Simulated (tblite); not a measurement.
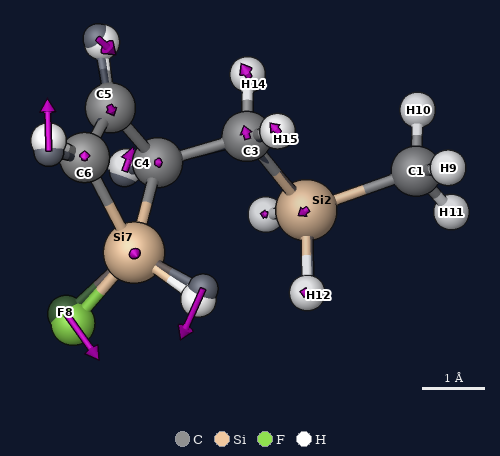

This is a relaxation of C$_{5}$H$_{11}$FSi$_{2}$. The starting structure is drawn faded, the final one solid; purple arrows show the displacements, magnified 5 times. The two geometries are superimposed by the best rigid fit.

The picture is a ball-and-stick view, seen at a tilt.

These are results of GFN2-xTB geometry optimisation, gas phase in tblite 0.8.0, not measurements. 

What happened in the run?

Over 28 geometry steps the energy falls by 6.74 kcal/mol. An H atom moves most after the best rigid fit: 0.20 Å. Largest moves by element: H 0.20 Å, F 0.19 Å, C 0.05 Å, Si 0.04 Å. Among the contacts that change: H–Si 1.494 → 1.448 Å, C–C 1.553 → 1.512 Å, C–Si 1.861 → 1.898 Å, C–Si 1.848 → 1.884 Å. Bond angles that change, for instance: F–Si–H 116.3° → 103.4°, C–Si–H 116.2° → 123.7°, Si–C–H 131.7° → 138.6°.
